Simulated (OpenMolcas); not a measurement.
## Run report: Yb³⁺ complex, multiconfigurational calculation

- system: Yb³⁺ with 8 ligands (Cl; square antiprism, 2.75 Å), neutralised by 8 outer point charges of +0.62 e, whose field is part of the energies.
- method: state-averaged CASSCF, active space 13 electrons in the shell 4f, basis ANO-RCC-VDZP on the metal and ANO-RCC-VDZP on the ligands, DKH2 scalar Hamiltonian, spin-orbit coupling by RASSI with atomic mean-field integrals (OpenMolcas)

Log (extracts):
```
--- SEWARD ---
Basis set label: YB.ANO-RCC...7S6P4D2F1G.

      Electronic valence basis set:
      ------------------
      Associated Effective Charge  70.000000 au
      Associated Actual Charge     70.000000 au
      Nuclear Model: Point charge

      Shell  nPrim  nBasis  Cartesian Spherical Contaminant
         s      25       7        X
         p      22       6        X
         d      15       4                 X
         f      11       2                 X
         g       4       1                 X
                  Relativistic Douglas-Kroll-Hess integrals:
                    - DKH order of Hamiltonian: 2
                    - DKH order of Properties : 0
                  Atomic mean-field integrals
--- RASSCF ---
Wave function specifications:
      -----------------------------

      Number of closed shell electrons         198
      Number of electrons in active shells      13
      Max number of holes in RAS1 space          0
      Max nr of electrons in RAS3 space          0
      Number of inactive orbitals               99
      Number of active orbitals                  7
      Number of secondary orbitals             106
      Spin quantum number                      0.5
      State symmetry                             1
Orbital specifications:
      -----------------------

      Symmetry species                           1
                                                 a
      Frozen orbitals                            0
      Inactive orbitals                         99
      Active orbitals                            7
      RAS1 orbitals                              0
      RAS2 orbitals                              7
      RAS3 orbitals                              0
      Secondary orbitals                       106
      Deleted orbitals                           0
      Number of basis functions                212
      Number of CSFs                             7
      Number of root(s) required                 7
      Iter CI   SX   CI       RASSCF       Energy    max ROT     max BLB   max BLB  Level Ln srch  Step   QN
          iter iter root      energy       change     param      element    value   shift minimum  type update
 Nr of preliminary CI iterations:   1
      Total energies have been shifted. Add               -17000.00 au
        1   1    9    0  -735.32206862    0.00E+00  -4.95E-02  105 117 1  5.96E-01*  2.02   0.00    SX    NO
        2   1   10    0  -735.79126721   -4.69E-01* -2.16E-02  101 113 1 -2.19E-01*  1.44   0.00    SX    NO
        3   1    9    0  -735.96674956   -1.75E-01* -1.26E-02  101 113 1  1.30E-01*  1.59   0.00    SX    NO
        4   1    9    0  -736.02377376   -5.70E-02* -8.39E-03  102 114 1 -8.29E-02*  1.42   0.00    SX    NO
        5   1    9    0  -736.04759338   -2.38E-02* -7.69E-03  105 117 1  4.82E-02*  1.48   1.32    QN   YES
        6   1    9    0  -736.06324464   -1.57E-02* -3.72E-03  103 115 1  2.51E-02*  1.43   1.52    LS   YES
        7   1    9    0  -736.06532773   -2.08E-03* -1.75E-03  103 115 1  1.39E-02*  1.41   1.07    QN   YES
        8   1    8    0  -736.06729321   -1.97E-03* -2.35E-03   34 143 1  6.54E-03*  1.40   2.41    LS   YES
        9   1    8    0  -736.06831452   -1.02E-03*  7.77E-04  101 113 1 -1.26E-02*  1.39   1.05    QN   YES
       10   1    8    0  -736.06863027   -3.16E-04*  4.86E-04   93 204 1 -3.00E-03*  1.40   1.63    LS   YES
       11   1    8    0  -736.06868594   -5.57E-05* -4.30E-04  105 117 1  4.62E-03*  1.41   1.01    QN   YES
       12   1    7    0  -736.06876095   -7.50E-05* -4.52E-04  105 117 1  2.22E-03*  1.41   2.06    LS   YES
       13   1    7    0  -736.06878796   -2.70E-05*  1.26E-04   93 204 1  9.69E-04*  1.40   1.01    QN   YES
       14   1    7    0  -736.06879519   -7.23E-06*  1.76E-04   93 204 1  5.65E-04*  1.40   2.41    LS   YES
       15   1    7    0  -736.06879924   -4.05E-06*  5.41E-05   22 110 1 -8.22E-04*  1.40   1.07    QN   YES
       16   1    6    0  -736.06880045   -1.21E-06*  3.04E-05   22 110 1 -2.79E-04*  1.40   1.56    LS   YES
       17   1    6    0  -736.06880064   -1.91E-07* -1.77E-05  102 114 1  2.06E-04*  1.40   1.00    QN   YES
       18   1    6    0  -736.06880080   -1.55E-07* -1.48E-05   19 107 1  5.08E-05   1.40   1.84    LS   YES
       19   1    6    0  -736.06880083   -3.65E-08* -5.70E-06  104 116 1 -8.87E-05   1.40   0.91    QN   YES
       20   1    5    0  -736.06880085   -2.02E-08*  6.18E-06  104 116 1 -2.79E-05   1.40   1.64    QN   YES
       21   1    5    0  -736.06880086   -6.63E-09   2.24E-06  105 117 1  8.61E-06   1.40   2.50    QN   YES
      Convergence after 21 iterations
       22   1    5    0  -736.06880086   -1.59E-09   2.24E-06   22 110 1 -9.41E-06   1.40   2.50    QN   YES
      Natural orbitals and occupation numbers for root  1
      sym 1:   2.000000   2.000000   1.000000   2.000000   2.000000   2.000000   2.000000
      Natural orbitals and occupation numbers for root  2
      sym 1:   2.000000   1.000000   2.000000   2.000000   2.000000   2.000000   2.000000
      Natural orbitals and occupation numbers for root  3
      sym 1:   2.000000   2.000000   2.000000   2.000000   2.000000   2.000000   1.000000
::    RASSCF root number  1 Total energy: -17736.06917266
::    RASSCF root number  2 Total energy: -17736.06917266
::    RASSCF root number  3 Total energy: -17736.06870483
::    RASSCF root number  4 Total energy: -17736.06870483
::    RASSCF root number  5 Total energy: -17736.06862202
::    RASSCF root number  6 Total energy: -17736.06862202
::    RASSCF root number  7 Total energy: -17736.06860700
--- RASSI ---
SPIN-FREE ENERGIES:
  (Shifted by EMIN (a.u.) =     -17736.0691726610)

 SF State       Relative EMIN(au)   Rel lowest level(eV)    D:o, cm**(-1)

     1             0.0000000000        0.0000000000              0.0000
     2             0.0000000012        0.0000000314              0.0003
     3             0.0004678285        0.0127302608            102.6765
     4             0.0004678285        0.0127302608            102.6765
     5             0.0005506398        0.0149836722            120.8515
     6             0.0005506398        0.0149836722            120.8515
     7             0.0005656589        0.0153923638            124.1478
     Dipole printing threshold changed to   1.00000000E+00

++ Dipole transition strengths (spin-free states):
   -----------------------------------------------
     for osc. strength at least  1.00000000E+00

  ( Max oscillator strength is only    3.2625583704523871E-009 )
--
Eigenvalues of complex Hamiltonian:
   -----------------------------------
  (Shifted by EMIN (a.u.) =     -17736.0691726610)

 SO State       Relative EMIN(au)   Rel lowest level(eV)    D:o, cm**(-1)

     1            -0.0203558678        0.0000000000              0.0000
     2            -0.0203558678        0.0000000000              0.0000
     3            -0.0200317224        0.0088204458             71.1417
     4            -0.0200317224        0.0088204458             71.1417
     5            -0.0199564105        0.0108697869             87.6707
     6            -0.0199564105        0.0108697869             87.6707
     7            -0.0198639073        0.0133869283            107.9729
     8            -0.0198639073        0.0133869283            107.9729
     9             0.0273892624        1.2992111793          10478.8449
    10             0.0273892624        1.2992111793          10478.8449
    11             0.0276332496        1.3058504102          10532.3939
    12             0.0276332496        1.3058504102          10532.3939
    13             0.0277879926        1.3100611812          10566.3560
    14             0.0277879926        1.3100611812          10566.3560
Weights of the five most important spin-orbit-free states for each spin-orbit state.

 SO State  Total energy (au)           Spin-free states, spin, and weights
 -------------------------------------------------------------------------------------------------------
    1        -0.020356       1 0.5  0.4298    2 0.5  0.4298    3 0.5  0.0702    4 0.5  0.0702    5 0.5  0.0000
    2        -0.020356       1 0.5  0.4298    2 0.5  0.4298    3 0.5  0.0702    4 0.5  0.0702    5 0.5  0.0000
    3        -0.020032       5 0.5  0.3548    6 0.5  0.3548    2 0.5  0.1452    1 0.5  0.1452    4 0.5  0.0000
    4        -0.020032       5 0.5  0.3548    6 0.5  0.3548    2 0.5  0.1452    1 0.5  0.1452    4 0.5  0.0000
    5        -0.019956       4 0.5  0.5000    3 0.5  0.5000    5 0.5  0.0000    7 0.5  0.0000    6 0.5  0.0000
    6        -0.019956       4 0.5  0.5000    3 0.5  0.5000    5 0.5  0.0000    7 0.5  0.0000    6 0.5  0.0000
    7        -0.019864       7 0.5  0.5713    6 0.5  0.2144    5 0.5  0.2144    4 0.5  0.0000    3 0.5  0.0000
    8        -0.019864       7 0.5  0.5713    6 0.5  0.2144    5 0.5  0.2144    4 0.5  0.0000    3 0.5  0.0000
    9         0.027389       1 0.5  0.3548    2 0.5  0.3548    5 0.5  0.1452    6 0.5  0.1452    3 0.5  0.0000
   10         0.027389       1 0.5  0.3548    2 0.5  0.3548    5 0.5  0.1452    6 0.5  0.1452    3 0.5  0.0000
   11         0.027633       3 0.5  0.4298    4 0.5  0.4298    2 0.5  0.0702    1 0.5  0.0702    5 0.5  0.0000
   12         0.027633       3 0.5  0.4298    4 0.5  0.4298    2 0.5  0.0702    1 0.5  0.0702    5 0.5  0.0000
```

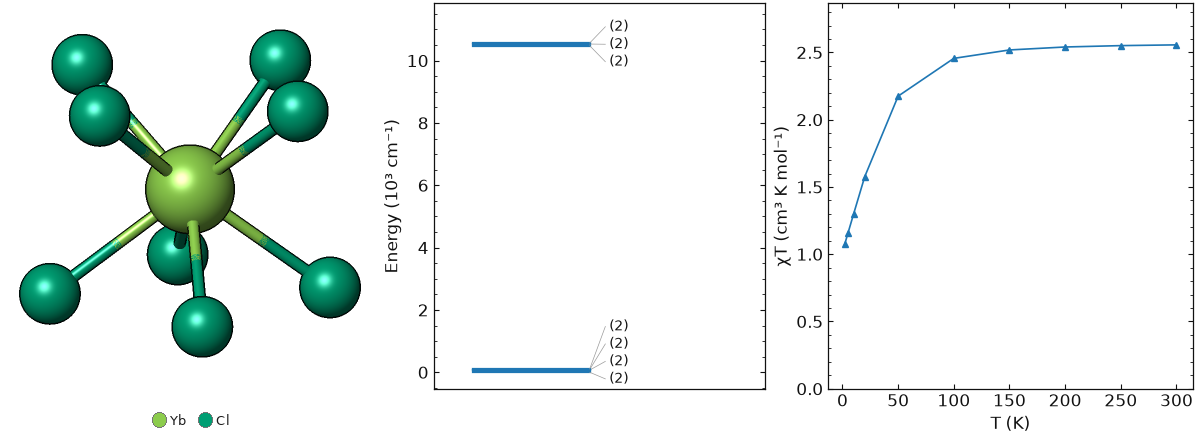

Yb³⁺ (4f¹³) with 8 ligands, Cl⁻, at 2.75 Å (arrangement: square antiprism, D4d), axial distortion 0.93, neutralised by outer point charges of +0.62 e, and its levels and susceptibility. Labels give the representation in O, Td, D4 or D3 as the site allows (double group for half-integer spin) where it could be assigned and, in brackets, the degeneracy; spin-free states, where drawn, share the zero of the spin-orbit levels. Powder susceptibility by Van Vleck's formula. The ground level is a Kramers doublet, 100 % from states of spin multiplicity 2. Its principal g values are 0.00, 0.00 and 5.71, easy-axis. The next level lies at 71 cm⁻¹. The lowest J multiplet spreads over 108 cm⁻¹. χT is 1.07 cm³ K mol⁻¹ at 2 K and 2.56 at 300 K, an effective moment of 4.52 μB. The active orbitals hold 100 % metal character (Löwdin), and the Mulliken charge of the metal is +1.82.

Input file:
```
&GATEWAY
Coord
9

Yb 0.0 0.0 0.0
Cl 2.036755 0.843651 1.643892
Cl -0.843651 2.036755 1.643892
Cl -2.036755 -0.843651 1.643892
Cl 0.843651 -2.036755 1.643892
Cl 2.036755 -0.843651 -1.643892
Cl 0.843651 2.036755 -1.643892
Cl -2.036755 0.843651 -1.643892
Cl -0.843651 -2.036755 -1.643892
Basis=Yb.ANO-RCC-VDZP,Cl.ANO-RCC-VDZP
Group=NoSym
NoMove
AngMom=0.0 0.0 0.0
AMFI
RICD
XField
8 Angstrom 0
3.962414 1.641285 3.198117 0.625000
-1.641285 3.962414 3.198117 0.625000
-3.962414 -1.641285 3.198117 0.625000
1.641285 -3.962414 3.198117 0.625000
3.962414 -1.641285 -3.198117 0.625000
1.641285 3.962414 -3.198117 0.625000
-3.962414 1.641285 -3.198117 0.625000
-1.641285 -3.962414 -3.198117 0.625000
&SEWARD
&RASSCF
FileOrb=start.orb
Symmetry=1
Spin=2
nActEl=13 0 0
Inactive=99
Ras2=7
CIRoot=7 7 1
SDav=7
CIMx=300
Iter=150 100
PrWF=0.3
OrbListing=Nothing
MaxOrb=0
LevShft=1.0
>>> COPY $Project.JobIph JOB001
&RASSI
NrOfJobIphs=1 7
1 2 3 4 5 6 7
IphNames
JOB001
EJob
SpinOrbit
DIPRint=1.0
SOCoupling=1000.0
Subsets=2
Property=9
'ANGMOM' 1 'ANGMOM' 2 'ANGMOM' 3 'MLTPL  1' 1 'MLTPL  1' 2 'MLTPL  1' 3
'AMFI' 1 'AMFI' 2 'AMFI' 3
SOProperty=3
'ANGMOM' 1 'ANGMOM' 2 'ANGMOM' 3
```

The file start.orb holds starting orbitals from an earlier step. A driver script formed the levels outside the program, from RASSI's spin-orbit matrix and the active-space energies, averaged over the components of each term or state.

Command:
```bash
OMP_NUM_THREADS=1 MOLCAS_MEM=2457 MOLCAS_PROJECT=a pymolcas a.inp > a.log  # once for each step of the input, in one work folder
```

Summary:

- outcome: converged
- energy of the lowest spin-free term: −17736.06917 hartree
- energy of the lowest spin-orbit level: −17736.08953 hartree
- largest spread among components of a term: 0.0 cm⁻¹
- hardware: 1 thread of Arm Neoverse V1, 24 GiB of memory available, shared host
- wall time: 2.9 min
- peak memory: 0.6 GiB

Notes:

Without dynamic correlation the splittings between terms come out too large, often by 20 to 50 %. To bear in mind: distances are set from ionic radii, not optimised.
